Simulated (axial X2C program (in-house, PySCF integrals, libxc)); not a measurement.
# CuP: properties at the nuclei

Aim: properties at the nuclei of CuP, with spin–orbit coupling in the Hamiltonian from the start.

The runs use an in-house X2C program for linear molecules on PySCF integrals; two-component X2C with atomic mean-field terms, Cu dyall-cv3z, P dyall-v3z.

All values are calculated.

**1. The job**

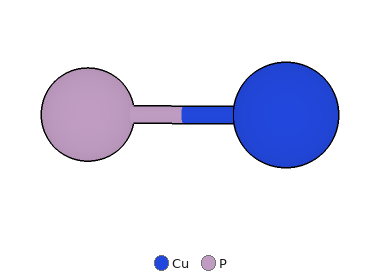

The two atoms at 2.170 Å (copper blue, phosphorus pink).

File task.json:

```json
{"zs": [29, 15], "q": 0, "bas": ["dyall-cv3z", "dyall-v3z"], "r0": 2.17, "levels": ["PBE0", "HF", "r2SCAN", "PBE", "BHandHLYP"], "nst": 3}
```

Keys: zs atomic numbers; q charge; bas basis sets; r0 starting distance in Å; levels methods (HF also brings MP2); nst determinants followed.

Launch:

```sh
$ python soeom.py task.json out
```

After this run come: Expectation values, lowest determinant; Expectation values, a higher determinant; Expectation values, a higher determinant.

**Question.** What will these runs give? Wanted: lowest determinant; Eeff magnitude; Ws magnitude Cu; A∥/gI Cu; qzz Cu; higher determinant; qzz P; μ (for each run or level that gives them).

As calculated:

| quantity | value |
| --- | --- |
| lowest determinant | Ω = 1 (excess of +ω over −ω: ω = -1/2, ω = 3/2) |
| Eeff magnitude (GV/cm), PBE0 | 0.131 |
| Ws magnitude Cu (kHz), PBE0 | 0.0285 |
| A∥/gI Cu (MHz), PBE0 | -191 |
| qzz Cu (a.u.), PBE0 | 0.52 |
| higher determinant | Ω = 0 (closed shell) |
| qzz Cu (a.u.), PBE0, higher determinant | 0.65 |
| qzz P (a.u.), PBE0, higher determinant | -0.94 |
| μ (D), PBE0, higher determinant | -3.07 |
| higher determinant | Ω = 2 (excess of +ω over −ω: ω = 1/2, ω = 3/2) |
| Eeff magnitude (GV/cm), PBE0, higher determinant | 0.00172 |
| Ws magnitude Cu (kHz), PBE0, higher determinant | 0.000107 |
| A∥/gI Cu (MHz), PBE0, higher determinant | 89.6 |
| qzz Cu (a.u.), PBE0, higher determinant | 0.64 |

What this shows: In the first state, the effective field runs from 0.00614 to 0.167 GV/cm over the mean-field levels, so the levels don't agree on it. The expectation values come from single determinants, which for open shells can mix terms of unlike spin or miss the lowest Ω, so a determinant need not be a state. Eeff is the effective electric field on the electron dipole moment in this Ω state and Ws the scalar–pseudoscalar constant (defined with the proton number Z and per Ω); A∥ is the parallel hyperfine constant, which follows by multiplying with the nuclear g factor gI = μI/(I μN); qzz is the electric field gradient, eQq0 = 234.96 MHz × Q/barn × qzz; μ is positive if P is the positive end. The operators were transformed with the bare-nucleus X2C matrices.
